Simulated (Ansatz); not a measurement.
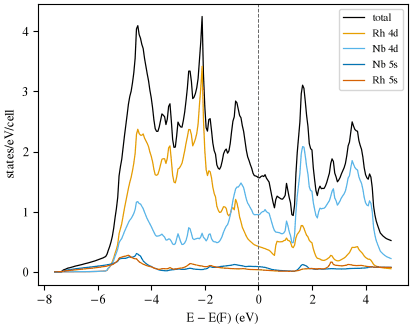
Fig. 1. Total and projected density of states of NbRh (L1₀ or tetragonal B2, P4/mmm), the program Ansatz at the r²SCAN level (PAW)

### Question
Which orbitals carry the states next to the Fermi level?

### Answer
Within 0.5 eV of the Fermi level: Nb 4d 61 %, Rh 4d 27 %. Projections are on Löwdin-orthogonalised atomic valence shells; empty p or d shells of many metals are not among them.

### Question
Where is the tallest occupied peak in this window, and what makes it?

### Answer
Near -2.1 eV, about 4.2 states/eV per cell; the largest projected share is Rh 4d.

The workflow started from a Materials Project entry (that database holds measured and hypothetical structures alike); the Crystallography Open Database files this formula in space group No. 123, but the cells were not matched. Whether it is the stable phase at ambient conditions was not checked. The cell was relaxed with r²SCAN under the symmetry of its start; its stability against distortions is not shown here. No spin polarisation was allowed. Scalar-relativistic: spin–orbit coupling is off unless named, which matters more the heavier the elements.

Potentials: the later of the program's two PAW sets.
